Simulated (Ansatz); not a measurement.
Cost and result by functional for the surface energy of the (100) surface of rock-salt PbS in its 1x1 cell (cut with top plane Pb + S, bottom plane Pb + S), outermost plane spacing 3.00 Å in the ideal cut, in Ansatz (plane waves, PAW). Single points on the PBE structure, on one kind of machine; costs are rough ratios of the slab run's core time (references not counted) to the cheapest single point. r2SCAN's cost holds its higher cutoff (500 against 420 eV). Differences are taken against HSE06 for comparison alone: no measured value is at hand, so the table doesn't rank accuracy. HSE06 ran on a coarser k-mesh, which lowers its cost and carries part of its shift.

Slab: 10 atoms, Pb5S5, 12.0 Å thick at the start; k 6x6x1, smearing 0.025 eV, dipole-corrected; all atoms relaxed; held to the start's symmetry, so lower structures may exist; no spin, no spin-orbit, no U. These notes are the PBE run's.

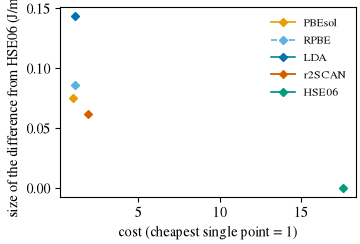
Figure. Difference from HSE06 against cost

```json
[
 {"functional": "PBEsol", "relative cost": "1", "surface energy (J/m²)": "0.27", "less HSE06 (J/m²)": "0.08"},
 {"functional": "RPBE", "relative cost": "1", "surface energy (J/m²)": "0.10", "less HSE06 (J/m²)": "-0.09"},
 {"functional": "LDA", "relative cost": "1", "surface energy (J/m²)": "0.33", "less HSE06 (J/m²)": "0.14"},
 {"functional": "r2SCAN", "relative cost": "2", "surface energy (J/m²)": "0.25", "less HSE06 (J/m²)": "0.06"},
 {"functional": "HSE06", "relative cost": "20", "surface energy (J/m²)": "0.19", "less HSE06 (J/m²)": "0.00"},
 {"functional": "PBE (the relaxed run's value)", "relative cost": "–", "surface energy (J/m²)": "0.19", "less HSE06 (J/m²)": "0.00"}
]
```

The values span 0.23 J/m², while the single points' costs differ by a factor of roughly 20. Differences are of unrounded values.

Ansatz is a program for electronic structure.
